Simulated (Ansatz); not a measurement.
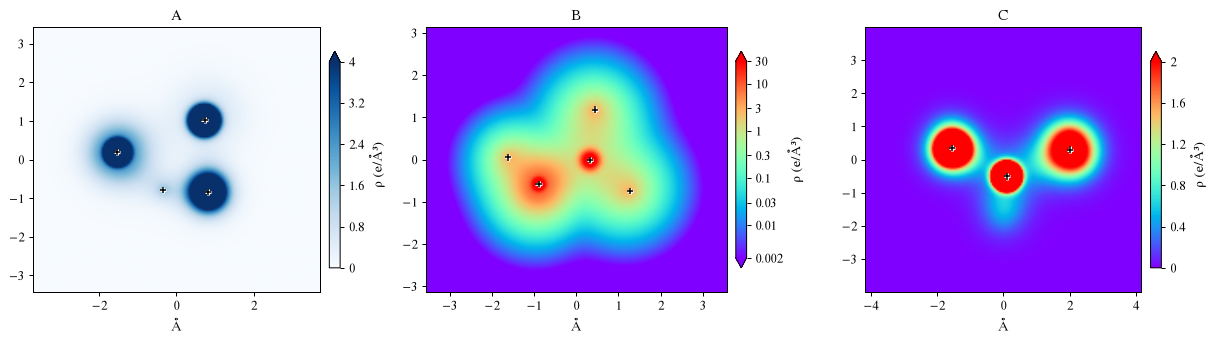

The electron density of 3 systems, each on a plane through atoms (crosses mark nuclei in the plane).

Method: RKS PBE0-D4/def2-TZVPP (Ansatz 0.2.0).

System 1: BH3O···H2, the plane of atoms B1, O6 and H7. The product side of a reaction path; geometry: PBE0-D4/def2-TZVP.

```yaml
atoms:
  - { symbol: B, position_ang: [-0.5161, 0.7174, -0.0676] }
  - { symbol: H, position_ang: [0.2586, -2.2945, -0.2947] }
  - { symbol: H, position_ang: [-0.7948, 0.7050, -1.2306] }
  - { symbol: H, position_ang: [-1.2293, 0.2374, 0.7723] }
  - { symbol: H, position_ang: [0.8134, -1.9652, -0.6709] }
  - { symbol: O, position_ang: [0.6466, 1.3084, 0.2735] }
  - { symbol: H, position_ang: [0.8215, 1.2914, 1.2178] }
```

System 2: Cl2FHSi, the plane of atoms Si1, F2 and H3. A transition-state structure; geometry: PBE0-D4/def2-TZVP.

```yaml
atoms:
  - { symbol: Si, position_ang: [0.8718, 0.1477, 0.6996] }
  - { symbol: F, position_ang: [0.6044, 0.0134, -1.1387] }
  - { symbol: H, position_ang: [-0.2707, -0.7022, -0.8497] }
  - { symbol: Cl, position_ang: [-0.2287, 1.8960, 0.9355] }
  - { symbol: Cl, position_ang: [-0.9767, -1.3549, 0.3532] }
```

System 3: ClH5OSi, the plane of atoms Cl5, Si1 and O7. A transition-state structure; geometry: PBE0-D4/def2-TZVP.

```tsv
atom	x (Å)	y (Å)	z (Å)
Si	-0.4621	-0.2757	-0.2659
H	1.0975	-0.0267	-0.9310
H	-0.4297	-1.7126	-0.6106
H	-1.6173	-0.0931	0.6601
Cl	-1.1614	0.9670	-1.7845
H	1.2990	0.2089	0.1290
O	0.7234	0.0864	1.1167
H	0.5506	0.8458	1.6863
```

### Match each panel to its system.

Panel A is system 2, Cl2FHSi: the plane holds Si, F, H and Cl. F2···H3 (1.17 Å): the density falls to about 1.2 e/Å³ on the way. Panel B is system 1, BH3O···H2: the plane holds B, H and O. B–O (1.35 Å): ρ is about 2.2 e/Å³ halfway. Panel C is system 3, ClH5OSi: the plane holds Si, Cl and O. Si–O (1.86 Å): ρ is about 0.75 e/Å³ halfway.
